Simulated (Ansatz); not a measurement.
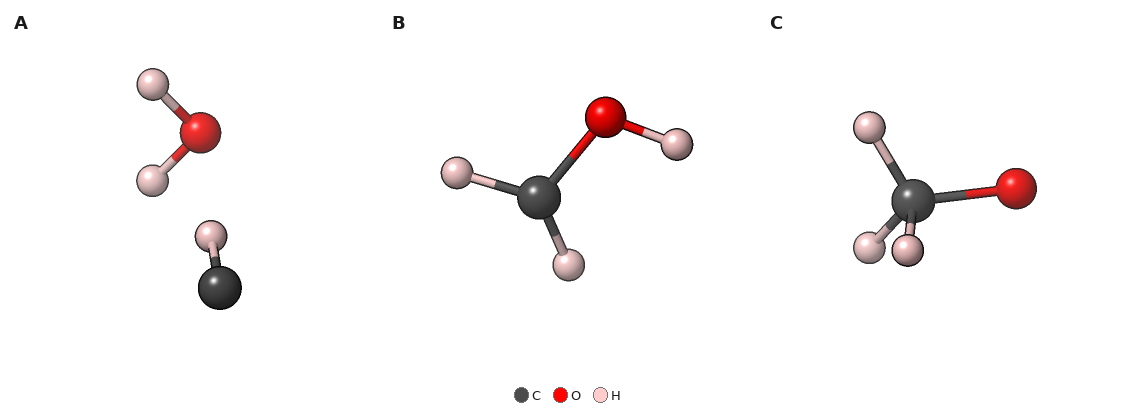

3 stationary structures of one formula. The species is neutral and a spin doublet. Geometries: PBE-D4/def2-SVP. Electronic energies: PBE-D4/def2-SVP (Ansatz 0.2.0), without zero-point energy. No frequency run is at hand to confirm each as a minimum.

**Rank them by energy, lowest first.**

B is lowest; C lies 0.312 eV above it, A lies 4.643 eV above it.

The determinant isn't a pure spin state (⟨S²⟩ up to 0.95).
